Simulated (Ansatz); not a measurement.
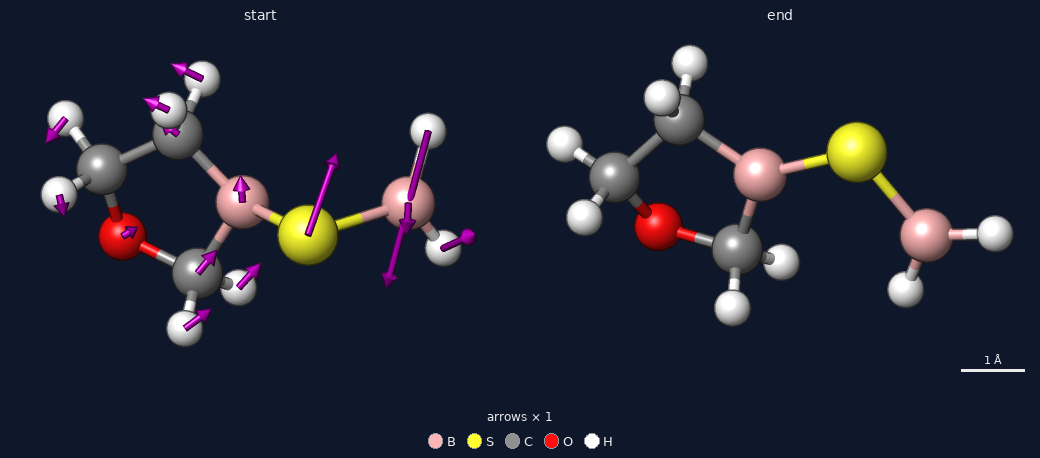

The structure of C₃H₈B₂OS before (left) and after (right) a relaxation, at one scale. The purple arrows give the displacements, at their true length.

The picture is a ball-and-stick view, seen from a free direction.

The run prepares an end point of a later path (torsion) calculation, from a guessed geometry.

The calculation used RKS B3LYP-D4/def2-SVP (Ansatz 0.2.0). Set-up: no spin polarisation; force threshold 0.015 eV/Å; at most 40 steps.

Q: Describe what moved and what it gained.

A: The energy falls by 192.8 kJ/mol in 25 accepted moves (27 points after the start). The largest force component goes from 3.9 to 0.012 eV/Å. The line search rejected the trial steps at points 21, 23 of the run. The largest move after the best rigid fit is that of an H atom, 2.80 Å. By element the largest moves are H 2.80 Å, S 1.49 Å, B 0.53 Å, C 0.50 Å, O 0.31 Å. Some distances before and after: B–S 1.882 → 1.799 Å, C–H 1.186 → 1.108 Å, B–H 1.128 → 1.202 Å, B–S 1.893 → 1.823 Å. Bond angles that change, for instance: B–S–B 93.0° → 105.0°, S–B–C 118.5° → 130.2°, B–C–H 108.1° → 116.3°. Groups turn about B–S by about 85°.
